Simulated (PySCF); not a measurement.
C5H9FGe, SMILES C=[CH][Ge]([CH3])([F])[CH]=C, singlet at its GFN2-xTB optimised geometry (Å):

```
16

C     -1.2458     1.8943     0.8323
C     -0.3992     1.3141     0.0000
Ge     0.0040    -0.6182     0.0000
C     -0.4319    -1.5920    -1.6764
F      1.7922    -0.6182     0.0000
C     -0.4403    -1.5480     1.6822
C     -1.2775    -2.5665     1.7721
H     -1.7865     1.3281     1.5752
H     -1.4414     2.9565     0.8111
H      0.1311     1.9081    -0.7331
H     -0.0431    -2.6049    -1.6245
H      0.0264    -1.0885    -2.5227
H     -1.5051    -1.6310    -1.8325
H      0.0626    -1.1838     2.5687
H     -1.4892    -3.0594     2.7099
H     -1.7922    -2.9565     0.9077
```

Method: CAM-B3LYP/def2-TZVP (PySCF). Cells within 0.4 Å of a nucleus heavier than hydrogen are left out (blank, or x).

Map of the HOMO−1 amplitude (bohr^(-3/2)) on the plane z = 0.0 Å; orbital energy -9.56 eV, overall sign arbitrary:

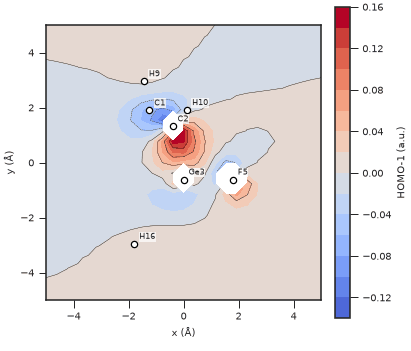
*HOMO−1 amplitude (bohr^(-3/2)) on the plane z = 0.0 Å.*
